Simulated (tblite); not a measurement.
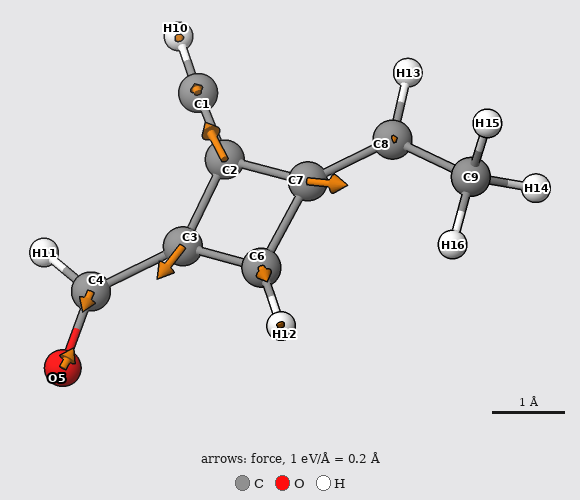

Starting geometry of C8H7O (multiplicity 2) with the computed forces as orange arrows. The picture is a ball-and-stick view, seen at a tilt.

These are results of GFN2-xTB geometry optimisation, gas phase in tblite 0.8.0, not measurements. 

### What follows when this structure is relaxed?

It isn't relaxed: the largest force vector, on C2, is 3.92 eV/Å. The final displacements have little in common with the starting forces (cosine between the two patterns 0.19). H10 moves most after the best rigid fit: 0.51 Å. Largest moves by element: H 0.51 Å, C 0.13 Å, O 0.10 Å. Among the contacts that change: C2–C7 1.425 → 1.537 Å, C2–C3 1.428 → 1.489 Å, C4–O5 1.235 → 1.209 Å, C6–H12 1.086 → 1.073 Å. Among the angles between lasting bonds that change: C2–C1–H10 177.8° → 142.3°, C3–C6–C7 90.3° → 93.3°, C3–C2–C7 88.2° → 85.3°. The energy falls by 0.382 eV in 53 geometry steps. Cost: 0.31 s on 1 thread of Arm Neoverse V2 (shared host).
